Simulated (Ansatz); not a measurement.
Start from Ge in the diamond structure (space group Fd-3m, No. 227; a = 5.622 Å).

It is then changed as follows: an isotropic linear strain of −2.00 %; the atoms relax in the strained cell.

The values are results of LDA, PAW, 420 eV (Ansatz, a first-principles code; no spin-orbit coupling), not measurements.

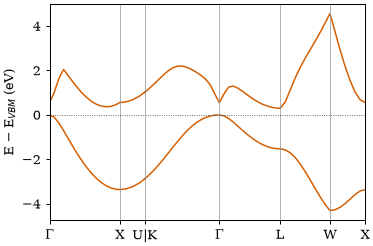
Figure: Highest valence and lowest conduction band along the path of the changed cell's own zone

The gap is 0.30 eV, indirect, Γ → L; the base has zero.

Stability against distortions was not tested. A zero or small gap of Ge can be the functional's error rather than a property of the material.
